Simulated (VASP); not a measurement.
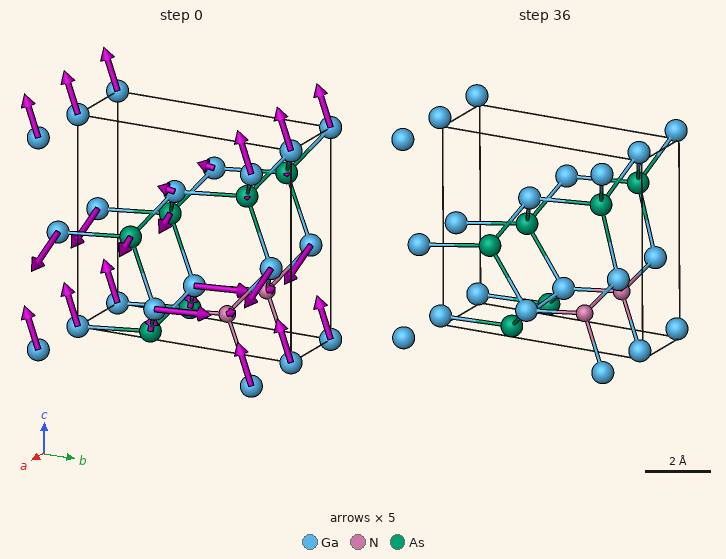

The structure of crystalline Ga₄As₃N (a generated structure, set up in Cm) before (left) and after (right) a relaxation, at one scale. The purple arrows give the displacements (the part carried along by the change of the cell is left out), magnified 5 times.

Style: ball-and-stick. Shown: the cell of the calculation, repeated 2 × 1 × 1 with one cell outlined, slightly off an axis.

The run lets cell and atoms move.

The calculation used Kohn-Sham DFT of a periodic cell, PBEsol, VASP PAW PBE potentials, recommended (VASP 6.6.1).

Input
```
PREC = Accurate
ENCUT = 200
EDIFF = 1E-6
ISMEAR = 0
SIGMA = 0.02
LREAL = False
LASPH = True
NELM = 60
ALGO = Normal
ISIF = 3
LWAVE = False
LCHARG = False
GGA = PS
IBRION = 2
NSW = 60
EDIFFG = -0.01
KPAR = 2
```

Command:
```bash
cat potpaw_PBE.64/Ga_d/POTCAR potpaw_PBE.64/N/POTCAR potpaw_PBE.64/As/POTCAR > POTCAR
mpirun -np 2 vasp_std > vasp.out
```

What changed between the two?

Over 36 geometry steps the energy falls by 732 meV per atom. Largest force component: 3.2 eV/Å at the start, 0.008 eV/Å at the end. The pressure goes from −40.19 to −0.02 GPa. A Ga atom moves most relative to the cell: 0.37 Å roughly along [1 2 0]. Largest moves by element: Ga 0.37 Å, As 0.15 Å, N 0.06 Å. Cell: a 3.846 → 3.597 Å (−6.5 %), b 6.662 → 6.231 Å (−6.5 %), c 6.662 → 6.233 Å (−6.4 %), α 99.6° → 100.1°. Volume −18.3 %. Some distances before and after: Ga–N 2.355 → 1.885 Å, Ga–N 2.355 → 1.922 Å, Ga–N 2.355 → 2.010 Å, As–Ga 2.355 → 2.252 Å. Among the angles between lasting bonds that change: Ga–N–Ga 109.5° → 126.9°, N–Ga–N 109.5° → 126.9°, As–Ga–As 109.5° → 95.4°. The space group stays Cm (No. 8). At step 1 the optimiser overshot: the energy rose above the start, and later steps came back. The volume changes by over a tenth within one run on a fixed set of plane waves, so the end point should be relaxed again from the new cell.
